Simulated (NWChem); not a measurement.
**C2H3Sn (SMILES C#[C][SnH2]) at 3 levels**

Aim: a comparison of 3 runs (UHF/STO-3G, UPBE0/def2-SVP, U-r2SCAN/STO-3G) of C2H3Sn. 

Program for the calculation: NWChem 7.3.0.

**1. The system as given**

C2H3Sn has 6 atoms, charge 0, and is taken as a doublet. SMILES: `C#[C][SnH2]`. Geometry: relaxed at PBE0-D4/def2-TZVP.

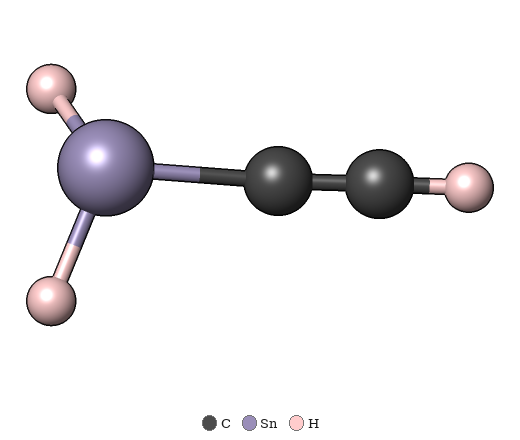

Viewed from a chosen angle; carbon dark grey, tin purple, hydrogen pink.

**2. Energy and gradient at UHF/STO-3G (run 1)**

c2h3sn.nw reads:

```
start c2h3sn
title "C2H3Sn hf"
memory stack 880 mb heap 220 mb global 1100 mb

geometry units angstroms noautosym nocenter noautoz
  C       -0.393100      -1.830000      -0.172100
  C       -0.048400      -0.680100      -0.027600
  Sn       0.721100       1.225200       0.300000
  H       -0.716000      -2.837100      -0.307900
  H        0.813900       2.019800      -1.216100
  H       -0.335600       2.038000       1.377700
end

basis spherical bse
  * library STO-3G
end

scf
  nopen 1
  uhf
  thresh 1e-08
  maxiter 80
  print low
end

task scf gradient
```

The run is started by

```
$ nwchem c2h3sn.nw > c2h3sn.out
```

The program printed:

```text
[...]
  functions       =    40
[...]
  wavefunction    = UHF
[...]
         Total SCF energy =  -6039.745547745994
      One electron energy =  -8721.457434262298
      Two electron energy =   2496.046939468888
 Nuclear repulsion energy =    185.664947047416
                       Sz =      0.5000
                 Sz(Sz+1) =      0.7500
                      S^2 =      0.9821
[...]
                         UHF ENERGY GRADIENTS
    atom               coordinates                        gradient
                 x          y          z           x          y          z
   1 C      -0.742851  -3.458199  -0.325222   -0.009513  -0.035355  -0.003965
   2 C      -0.091463  -1.285203  -0.052156    0.001019   0.015283   0.000336
   3 Sn      1.362681   2.315292   0.566918    0.023405  -0.003935   0.010391
   4 H      -1.353044  -5.361342  -0.581847   -0.000289  -0.000507  -0.000121
   5 H       1.538048   3.816869  -2.298096    0.002490   0.012100  -0.025431
   6 H      -0.634192   3.851262   2.603475   -0.017112   0.012415   0.018790
 Task  times  cpu:       42.5s     wall:       42.5s
 Total times  cpu:       42.6s     wall:       42.6s
```

It took 43 s on 1 thread of Intel Xeon Platinum 8488C (Sapphire Rapids), shared host; peak memory 0.1 GiB.

**3. Energy and gradient at UPBE0/def2-SVP (core potential) (run 2)**

run.py reads:

```python
from ase import Atoms
from ase.calculators.nwchem import NWChem

mol = Atoms('CCSnHHH', positions=[
    [-0.393100, -1.830000, -0.172100],
    [-0.048400, -0.680100, -0.027600],
    [0.721100, 1.225200, 0.300000],
    [-0.716000, -2.837100, -0.307900],
    [0.813900, 2.019800, -1.216100],
    [-0.335600, 2.038000, 1.377700],
])

calc = NWChem(
    label='m1',
    theory='dft',
    memory='2200 mb',
    basis='def2-SVP',
    basispar='spherical bse',
    dft={'xc': 'pbe0', 'mult': '2', 'grid': 'xfine', 'convergence': 'energy 1e-08', 'iterations': '100', 'mulliken': None, 'print': 'low'},
    **{'ecp bse': {'Sn library': 'def2-SVP'}},
)
mol.calc = calc

forces = mol.get_forces()
print(f"energy = {mol.get_potential_energy():.6f} eV")
print("forces (eV/A):")
for s, f in zip(mol.symbols, forces):
    print(f"{s:2s} {f[0]:10.5f} {f[1]:10.5f} {f[2]:10.5f}")
```

The run is started by

```
$ export ASE_NWCHEM_COMMAND="nwchem PREFIX.nwi > PREFIX.nwo"
$ python run.py
```

The program printed:

```text
energy = -7946.549478 eV
forces (eV/A):
C    -0.22615   -0.72407   -0.09493
C     0.27033    0.89274    0.11344
Sn    0.12352    0.10516    0.05446
H    -0.11673   -0.37404   -0.04916
H     0.00596    0.04973   -0.08300
H    -0.05687    0.05050    0.05924
```

The calculator wrote m1.nwi:

```
title "m1"

permanent_dir m1

scratch_dir m1

start m1

geometry units angstrom nocenter noautosym noautoz
  C  -3.9310000000000000e-01 -1.8300000000000001e+00 -1.7210000000000000e-01
  C  -4.8399999999999999e-02 -6.8010000000000004e-01 -2.7600000000000000e-02
  Sn 7.2109999999999996e-01 1.2252000000000001e+00 2.9999999999999999e-01
  H  -7.1599999999999997e-01 -2.8371000000000000e+00 -3.0790000000000001e-01
  H  8.1389999999999996e-01 2.0198000000000000e+00 -1.2161000000000000e+00
  H  -3.3560000000000001e-01 2.0379999999999998e+00 1.3776999999999999e+00
end

memory 2200 mb

basis spherical bse noprint
   * library def2-SVP
end

dft
  xc pbe0
  mult 2
  grid xfine
  convergence energy 1e-08
  iterations 100
  mulliken
  print low
end
ecp bse
  Sn library def2-SVP
end

task dft gradient
```

m1.nwo, cut to the lines that bear on the results:

```text
[...]
         Total DFT energy =     -292.030309337617
      One electron energy =     -669.216425108595
           Coulomb energy =      311.801334426580
    Exchange-Corr. energy =      -29.809301970911
 Nuclear repulsion energy =       95.194083315309
[... 48 lines left out ...]
    Atom       Charge   Shell Charges
 -----------   ------   -------------------------------------------------------
[...]
      <S2> =      0.7530 (Exact =     0.7500)
                         DFT ENERGY GRADIENTS
    atom               coordinates                        gradient
                 x          y          z           x          y          z
   1 C      -0.742851  -3.458199  -0.325222    0.004398   0.014081   0.001846
   2 C      -0.091463  -1.285203  -0.052156   -0.005257  -0.017361  -0.002206
   3 Sn      1.362681   2.315292   0.566918   -0.002402  -0.002045  -0.001059
   4 H      -1.353044  -5.361342  -0.581847    0.002270   0.007274   0.000956
   5 H       1.538048   3.816869  -2.298096   -0.000116  -0.000967   0.001614
   6 H      -0.634192   3.851262   2.603475    0.001106  -0.000982  -0.001152
 Task  times  cpu:      143.5s     wall:      143.5s
 Total times  cpu:      143.6s     wall:      143.6s
```

It took 2.4 min on 1 thread of Intel Xeon Platinum 8488C (Sapphire Rapids), shared host; peak memory 0.14 GiB.

**4. Energy and gradient at U-r2SCAN/STO-3G (run 3)**

run.py reads:

```python
from ase import Atoms
from ase.calculators.nwchem import NWChem

system = Atoms('CCSnHHH', positions=[
    [-0.393100, -1.830000, -0.172100],
    [-0.048400, -0.680100, -0.027600],
    [0.721100, 1.225200, 0.300000],
    [-0.716000, -2.837100, -0.307900],
    [0.813900, 2.019800, -1.216100],
    [-0.335600, 2.038000, 1.377700],
])

calc = NWChem(
    label='job',
    theory='dft',
    memory='2200 mb',
    basis='STO-3G',
    basispar='spherical bse',
    dft={'xc': 'r2scan', 'mult': '2', 'grid': 'xfine', 'convergence': 'energy 1e-08', 'iterations': '100', 'mulliken': None},
)
system.calc = calc

forces = system.get_forces()
print(f"energy = {system.get_potential_energy():.6f} eV")
print("forces (eV/A):")
for s, f in zip(system.symbols, forces):
    print(f"{s:2s} {f[0]:10.5f} {f[1]:10.5f} {f[2]:10.5f}")
```

The run is started by

```
$ export ASE_NWCHEM_COMMAND="nwchem PREFIX.nwi > PREFIX.nwo"
$ python run.py
```

The program printed:

```text
energy = -164422.720133 eV
forces (eV/A):
C    -0.00746    0.05183   -0.00355
C     0.81113    1.94561    0.34581
Sn   -1.26277   -0.32149   -0.55700
H    -0.19911   -0.58894   -0.08413
H    -0.09981   -0.53664    1.11704
H     0.75801   -0.55037   -0.81818
```

The calculator wrote job.nwi:

```
title "job"

permanent_dir job

scratch_dir job

start job

geometry units angstrom nocenter noautosym noautoz
  C  -3.9310000000000000e-01 -1.8300000000000001e+00 -1.7210000000000000e-01
  C  -4.8399999999999999e-02 -6.8010000000000004e-01 -2.7600000000000000e-02
  Sn 7.2109999999999996e-01 1.2252000000000001e+00 2.9999999999999999e-01
  H  -7.1599999999999997e-01 -2.8371000000000000e+00 -3.0790000000000001e-01
  H  8.1389999999999996e-01 2.0198000000000000e+00 -1.2161000000000000e+00
  H  -3.3560000000000001e-01 2.0379999999999998e+00 1.3776999999999999e+00
end

memory 2200 mb

basis spherical bse noprint
   * library STO-3G
end

dft
  xc r2scan
  mult 2
  grid xfine
  convergence energy 1e-08
  iterations 100
  mulliken
end

task dft gradient
```

job.nwo, cut to the lines that bear on the results:

```text
[...]
      One electron energy =    -8720.856100518957
[... 2 lines left out ...]
 Nuclear repulsion energy =      185.664947047415
[... 717 lines left out ...]
          Convergence on energy requested:  1.00D-08
[... 21 lines left out ...]
          Spatial weights used:  Erf1
[...]
  wavefunction    = open shell
                         DFT ENERGY GRADIENTS
    atom               coordinates                        gradient
                 x          y          z           x          y          z
   1 C      -0.742851  -3.458199  -0.325222    0.000145  -0.001008   0.000069
   2 C      -0.091463  -1.285203  -0.052156   -0.015774  -0.037836  -0.006725
   3 Sn      1.362681   2.315292   0.566918    0.024557   0.006252   0.010832
   4 H      -1.353044  -5.361342  -0.581847    0.003872   0.011453   0.001636
   5 H       1.538048   3.816869  -2.298096    0.001941   0.010436  -0.021723
   6 H      -0.634192   3.851262   2.603475   -0.014741   0.010703   0.015911
[...]
```

Wall time 61 s (1 thread of Intel Xeon Platinum 8488C (Sapphire Rapids), shared host); peak memory 0.13 GiB.

**5. Overview of the runs**

| run | level | iteration cap | module | energy (Eh) | ⟨S²⟩ | largest force (eV/Å) | wall time |
| --- | --- | --- | --- | --- | --- | --- | --- |
| 1 | UHF/STO-3G | 80 | scf | -6039.745548 | 0.982 | 1.894 | 43 s |
| 2 | UPBE0/def2-SVP (core potential) | 100 | dft | -292.030309 | 0.753 | 0.940 | 2.4 min |
| 3 | U-r2SCAN/STO-3G | 100 | dft | -6042.423564 | 0.755 | 2.136 | 61 s |

**6. Summary of results**

| quantity | value |
| --- | --- |
| run 3: total energy | -6042.42356 Eh |
| run 3: dipole moment | 1.32 D |
| run 3: HOMO energy (highest over α and β) | -2.71 eV |
| run 3: LUMO energy (lowest over α and β) | -0.36 eV |
| run 3: ⟨S²⟩ | 0.755 |
| run 3: largest force on an atom | 2.136 eV/Å |

What this shows: Totals of different functionals can't be ranked against each other. Some runs of one species differ in core potentials or relativity; totals across that change don't compare. In runs 1, 3 the basis is minimal, so the values are rough. In runs 1, 3 relativity is left out where basis or elements ask for it. Spin contamination of the reference: run 1 ⟨S²⟩ = 0.98. All runs together took 4.2 min, the longest 2.4 min.
